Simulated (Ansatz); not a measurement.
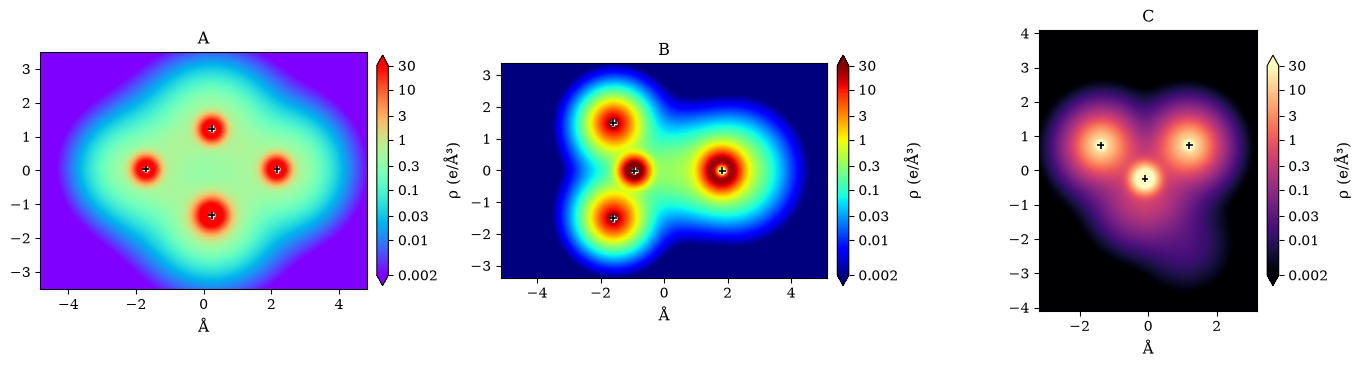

The electron density of 3 systems, each on a plane through atoms (crosses mark nuclei in the plane).

Method: Ansatz, isolated molecule in a Gaussian basis; Kohn-Sham density functional theory, functional PBE0.

System 1: GeHSi$_{3}$ (doublet), the plane of atoms Si2, Ge1 and Si3. Geometry: PBE0-D3(BJ)/def2-SVP.

```xyz
5

Ge   -2.0052   -0.3408    0.9854
Si   -3.9687   -1.5925    0.5502
Si   -2.5367   -1.5499   -1.2066
Si   -0.6285   -0.3200   -0.9569
H     0.7055   -1.0209   -0.9556
```

System 2: F$_{2}$H$_{2}$Si$_{2}$ (SMILES F[SiH](F)[SiH]), the plane of atoms F1, Si3 and F2. Geometry: B3LYP/6-31G*.

```xyz
6

F    -1.8308   -1.3221    2.2699
F    -0.0598   -0.0576    3.6595
Si   -0.3630   -0.6475    2.1871
Si    1.2089   -2.3472    1.5417
H    -0.4426    0.5326    1.2771
H     0.5122   -2.3888    0.1787
```

System 3: AlBF$_{2}$H$_{3}$Sn (charge +1), the plane of atoms F3, Al1 and Sn5. Geometry: PBE0-D3(BJ)/def2-SVP; core potentials replace the inner electrons of Sn.

```xyz
8

Al   -0.0374    0.2835   -0.0265
B    -2.4142    2.9607    1.7468
F     1.4505    0.3086    0.6613
F    -0.5500    0.0085   -1.5591
Sn   -2.0998    0.7189    1.7708
H    -1.2911    2.6580    2.2100
H    -2.7006    2.4435    0.6432
H    -3.0261    3.8948    2.1695
```

Which map belongs to which system?

Answer. Panel A is system 1, GeHSi$_{3}$: the plane holds Ge and Si. Si–Si (2.27 Å): ρ is about 0.57 e/Å³ halfway. Panel B is system 3, AlBF$_{2}$H$_{3}$Sn: the plane holds Al, F and Sn. Al–F (1.64 Å): ρ is about 0.93 e/Å³ halfway. Panel C is system 2, F$_{2}$H$_{2}$Si$_{2}$: the plane holds F and Si. Si–F (1.61 Å): ρ is about 1.1 e/Å³ halfway.
